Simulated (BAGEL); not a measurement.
# B3LYP/6-31G(d) (density fitting with qzvpp-jkfit, spherical functions) run of SiH4O (silanol)

Aim: the energy change on altering one bond length of SiH4O (silanol) at B3LYP/6-31G* (density fitting with qzvpp-jkfit, spherical functions), from 2 runs. 

The results are computed with BAGEL 1.2.2.

4 further runs of the same task are left out: 4 that didn't finish. Runs told in other sessions of the task aren't counted.

## Step 1: The structure to begin with

SiH4O has 6 atoms, charge 0, and is taken as a singlet. SMILES: `O[SiH3]`. Geometry: relaxed at PBE0-D4/def2-TZVP.

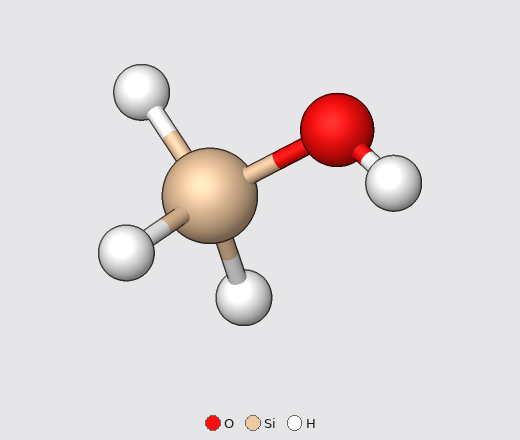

The structure, seen from a chosen angle (oxygen red, silicon light orange, hydrogen white).

## Step 2: A single-point energy at B3LYP/6-31G(d) (density fitting with qzvpp-jkfit, spherical functions)

Contents of calc.json:

```json
{ "bagel": [

{
  "title": "molecule",
  "basis": "6-31gs.json",
  "df_basis": "qzvpp-jkfit",
  "angstrom": "true",
  "geometry": [
    { "atom": "O", "xyz": [    0.636700,   -1.030300,    0.419000 ] },
    { "atom": "Si", "xyz": [   -0.035700,    0.346500,   -0.187000 ] },
    { "atom": "H", "xyz": [    0.069100,   -1.629200,    0.904700 ] },
    { "atom": "H", "xyz": [   -1.128300,    0.045700,   -1.152800 ] },
    { "atom": "H", "xyz": [    1.060500,    1.064900,   -0.875600 ] },
    { "atom": "H", "xyz": [   -0.602300,    1.202400,    0.891700 ] }
  ]
},
{
  "title": "ks",
  "xc_func": "b3lyp",
  "charge": 0
},
{
  "title": "print",
  "file": "orbitals.molden",
  "orbitals": "true"
}

]}
```

The basis set 6-31G* is read from a file made from the Basis Set Exchange's data (not shown).

Launch:

```
$ BAGEL_NUM_THREADS=1 BAGEL calc.json > calc.out
```

Output:

```text
* using 1 threads per process

  ===============================================================
  ===============================================================

  *** Geometry ***

  { "atom" : "O", "xyz" : [      1.203189,     -1.946985,      0.791795 ] },
  { "atom" : "Si", "xyz" : [     -0.067463,      0.654790,     -0.353379 ] },
  { "atom" : "H", "xyz" : [      0.130580,     -3.078742,      1.709635 ] },
  { "atom" : "H", "xyz" : [     -2.132178,      0.086360,     -2.178476 ] },
  { "atom" : "H", "xyz" : [      2.004055,      2.012369,     -1.654644 ] },
  { "atom" : "H", "xyz" : [     -1.138182,      2.272207,      1.685069 ] },

  Number of auxiliary basis functions:      277

  Since a DF basis is specified, we compute 2- and 3-index integrals:
    o Being stored without compression. Storage requirement is 0.004 GB

  Number of basis functions:       40
  Number of electrons      :       26

    * METHOD: MOLECULE                             0.06

  *** Kohn-Sham DFT ***

    * Removing 8379 points whose weight is below 1.00e-10
    * Grid points: 81057

  === Nuclear Repulsion ===
    64.7548917775

       - DIIS with orbital gradients will be used.

  === KS iteration (b3lyp / 6-31gs.json) ===
      0       -353.01074462          0.18558826           0.12
      1       -346.06453772          0.11518680           0.09
      2       -345.95563319          0.20504140           0.08
      3       -355.49158693          0.19634015           0.08
      4       -356.66617410          0.19721895           0.08
      5       -356.17958548          0.19883992           0.08
      6       -359.15057942          0.18626281           0.08
      7       -344.68810175          0.14014013           0.08
      8       -362.88792216          0.13126966           0.08
      9       -366.41579041          0.07713409           0.08
     10       -366.73816504          0.05532736           0.08
     11       -366.68176763          0.05921615           0.08
     12       -366.58100395          0.06587985           0.08
     13       -367.13357124          0.00649585           0.08
     14       -367.13932757          0.00106988           0.08
     15       -367.13943049          0.00064521           0.08
     16       -367.13949701          0.00003458           0.08
     17       -367.13949718          0.00000488           0.08
     18       -367.13949718          0.00000100           0.08
     19       -367.13949718          0.00000050           0.08
     20       -367.13949718          0.00000015           0.08
     21       -367.13949718          0.00000001           0.08
     22       -367.13949718          0.00000000           0.08
    * SCF iteration converged.

    * Permanent dipole moment:
           (    0.494909,     0.177148,    -0.228112) a.u.

    * METHOD: KS                                   2.18

    * METHOD: PRINT                                0.00

  ===============================================================
```

Run time: 2.4 s. Hardware: 1 thread of Arm Neoverse V1, shared host; peak memory 0.18 GiB.

## Step 3: The distorted shape, same level

Contents of calc.json:

```json
{ "bagel" : [

{
  "title" : "molecule",
  "basis" : "6-31gs.json",
  "df_basis" : "qzvpp-jkfit",
  "angstrom" : true,
  "geometry" : [
    { "atom" : "O", "xyz" : [       1.317795,      -0.311646,      -0.163819 ] },
    { "atom" : "Si", "xyz" : [       0.645395,       1.065154,      -0.769819 ] },
    { "atom" : "H", "xyz" : [       0.069100,      -1.629200,       0.904700 ] },
    { "atom" : "H", "xyz" : [      -0.447205,       0.764354,      -1.735619 ] },
    { "atom" : "H", "xyz" : [       1.741595,       1.783554,      -1.458419 ] },
    { "atom" : "H", "xyz" : [       0.078795,       1.921054,       0.308881 ] }
  ]
},

{
  "title" : "ks",
  "xc_func" : "b3lyp"
},

{
  "title" : "print",
  "file" : "orbitals.molden",
  "orbitals" : true
}

]}
```

The basis set 6-31G* is read from a file made from the Basis Set Exchange's data (not shown).

Launch:

```
$ BAGEL_NUM_THREADS=1 BAGEL calc.json > calc.out
```

Output:

```text
* using 1 threads per process

  ===============================================================
  ===============================================================

  *** Geometry ***

  { "atom" : "O", "xyz" : [      2.490272,     -0.588926,     -0.309573 ] },
  { "atom" : "Si", "xyz" : [      1.219620,      2.012849,     -1.454747 ] },
  { "atom" : "H", "xyz" : [      0.130580,     -3.078742,      1.709635 ] },
  { "atom" : "H", "xyz" : [     -0.845095,      1.444420,     -3.279845 ] },
  { "atom" : "H", "xyz" : [      3.291138,      3.370429,     -2.756012 ] },
  { "atom" : "H", "xyz" : [      0.148901,      3.630266,      0.583700 ] },

  Number of auxiliary basis functions:      277

  Since a DF basis is specified, we compute 2- and 3-index integrals:
    o Being stored without compression. Storage requirement is 0.004 GB

  Number of basis functions:       40
  Number of electrons      :       26

    * METHOD: MOLECULE                             0.06

  *** Kohn-Sham DFT ***

    * Removing 7507 points whose weight is below 1.00e-10
    * Grid points: 81929

  === Nuclear Repulsion ===
    61.2543371171

       - DIIS with orbital gradients will be used.

  === KS iteration (b3lyp / 6-31gs.json) ===
      0       -352.48985005          0.17353235           0.12
      1       -349.42265006          0.10389262           0.09
      2       -346.72861939          0.24133125           0.08
      3       -354.13706037          0.21075386           0.08
      4       -355.50375625          0.20903452           0.08
      5       -355.79013502          0.21308564           0.08
      6       -355.06214734          0.20865808           0.08
      7       -344.95661576          0.13310763           0.08
      8       -354.50211544          0.15503226           0.08
      9       -362.19835263          0.14379288           0.08
     10       -362.59815114          0.14043431           0.08
     11       -362.59386771          0.14039148           0.08
     12       -361.75773161          0.15572030           0.08
     13       -352.51840589          0.21064016           0.08
     14       -366.49975943          0.04509252           0.08
     15       -366.18045039          0.03924177           0.08
     16       -366.85857266          0.01680654           0.08
     17       -366.90812930          0.01844777           0.08
     18       -366.94192204          0.00821811           0.08
     19       -366.94525932          0.00572213           0.09
     20       -366.94865961          0.00289287           0.08
     21       -366.94971206          0.00103317           0.08
     22       -366.94985565          0.00004312           0.08
     23       -366.94985591          0.00000388           0.08
     24       -366.94985591          0.00000080           0.08
     25       -366.94985591          0.00000057           0.08
     26       -366.94985591          0.00000006           0.08
     27       -366.94985591          0.00000006           0.08
     28       -366.94985591          0.00000000           0.08
    * SCF iteration converged.

    * Permanent dipole moment:
           (    0.515308,     0.093954,    -0.186405) a.u.

    * METHOD: KS                                   2.69

    * METHOD: PRINT                                0.00

  ===============================================================
```

Run time: 2.9 s. Hardware: 1 thread of Arm Neoverse V1, shared host; peak memory 0.18 GiB.

## Step 4: Summary of results

Level: B3LYP/6-31G* (density fitting with qzvpp-jkfit, spherical functions).

```
                                                         quantity          value
                                        first shape: total energy  -367.13950 Eh
                                       first shape: dipole moment         1.46 D
                                         first shape: HOMO energy       -8.21 eV
                                         first shape: LUMO energy        0.29 eV
                                       first shape: HOMO–LUMO gap        8.50 eV
                                    distorted shape: total energy  -366.94986 Eh
                                   distorted shape: dipole moment         1.41 D
                                     distorted shape: HOMO energy       -7.91 eV
                                     distorted shape: LUMO energy       -5.32 eV
                                   distorted shape: HOMO–LUMO gap        2.59 eV
energy change with the O1–H3 bond stretched from 0.957 to 2.106 Å       5.160 eV
```

In words: One bond (distorted shape) is far stretched, which a spin-restricted single reference describes badly; a broken-symmetry solution may lie lower. With the O1–H3 bond stretched from 0.957 to 2.106 Å the energy rises by 5.16 eV (498 kJ/mol). The first shape isn't relaxed at this level, so the change isn't measured from a minimum. A restricted reference can't describe the breaking bond well at this length.
